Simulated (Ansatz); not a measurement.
**C3H8F2OSi: density, localisation and related maps**

```xyz
15

C     0.8549    1.6143    2.0149
C    -1.9002   -0.1764   -0.0804
C    -1.6869    1.0690   -0.9211
F    -2.1543    0.8524   -2.1763
F    -0.3485    1.3341   -1.0131
O    -1.4990    0.0243    1.2420
Si    0.0654   -0.0752    1.8572
H     0.9649    2.0851    1.0268
H     1.8522    1.5306    2.4781
H     0.2394    2.2716    2.6500
H    -0.0684   -0.7019    3.2011
H     0.8628   -0.9674    0.9618
H    -1.3523   -1.0022   -0.5748
H    -2.9749   -0.4228   -0.1011
H    -2.1799    1.9614   -0.4980
```

Geometry: B3LYP-D3(BJ)/def2-SVP.

Method: isolated molecule in a Gaussian basis; Kohn-Sham density functional theory, functional PBE0 (Ansatz).

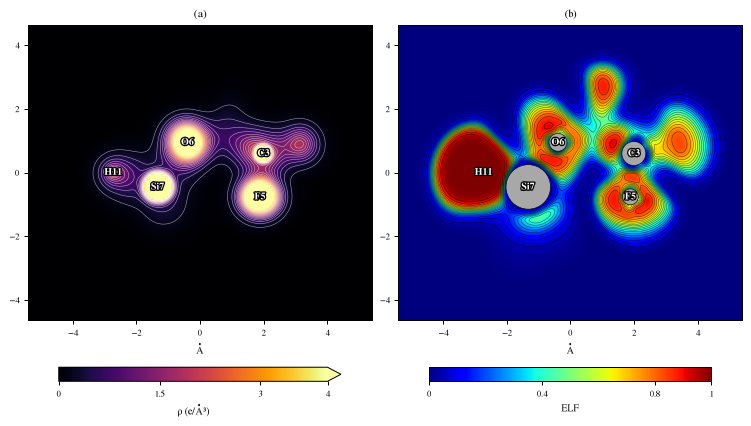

Figure 1. (a) total electron density; (b) electron localisation function on the plane of atoms O6, Si7 and H11. Grey discs cover the atomic cores in the ELF map.

> Describe what can be read from this map.

- The plane passes through C, F, O, Si and H nuclei.
- C–F (1.37 Å): ρ at the midpoint is about 2.2 e/Å³, with its minimum of 1.7 e/Å³ about 0.5 Å from C; the ELF peaks at about 0.85 between the atoms, as expected for a polar covalent bond.
- Si–O (1.68 Å): ρ is about 1 e/Å³ halfway; the ELF peaks at about 0.90 between the atoms, as expected for a shared but strongly polarised pair.
- Si–H (1.49 Å): ρ at the midpoint is about 0.78 e/Å³; the ELF climbs to about 1 towards the hydrogen, as it does in any bond to H.
- The ELF also peaks beside F5, F4 and O6, away from the bonds: lone-pair regions.

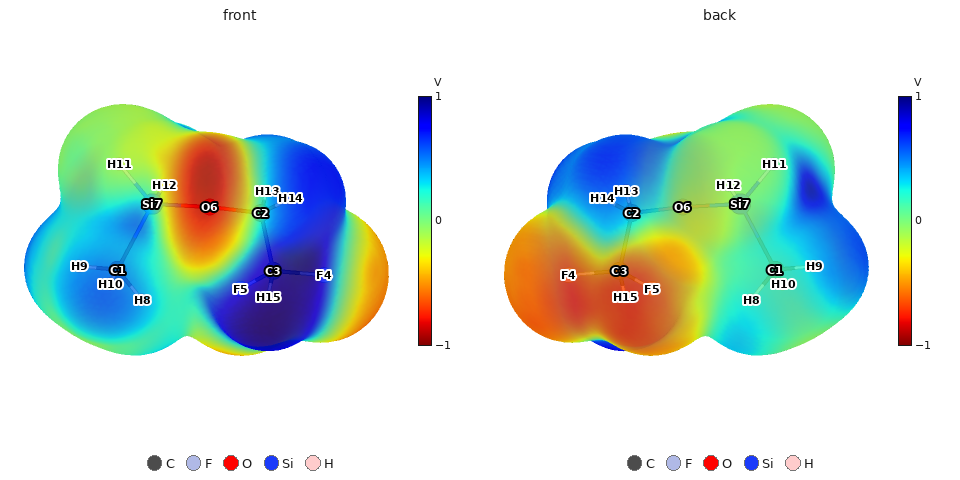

Figure 2. The electrostatic potential painted on the density surface at 0.001 e/bohr³, seen from the front and from behind; the colour scale runs from red (negative) to blue (positive).

> Where is the surface potential most negative and most positive?

The most negative region (about −0.8 V) lies over O6, the most positive (about +1.0 V) over C3 and H15.

> What dipole moment does the calculation give?

Its dipole moment is 0.98 D.

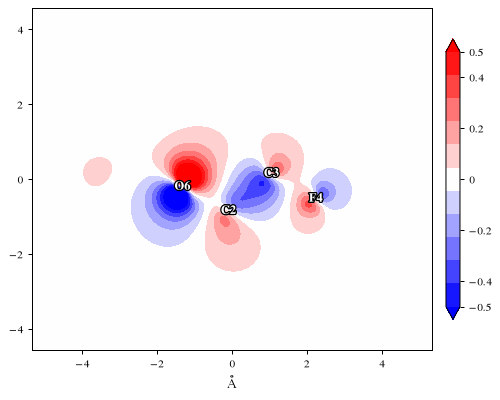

Figure 3. The HOMO on the plane of atoms C3, C2 and O6 (values in Å⁻³ᐟ²; the overall sign is arbitrary).

> Where does this orbital lie, and at what energy?

By Hirshfeld shares it lies mainly on O6 (about 40 %), C1 (about 15 %), Si7 (about 10 %), C2 (about 5 %), H11 (about 5 %) and C3 (about 5 %). Its energy is −8.25 eV.
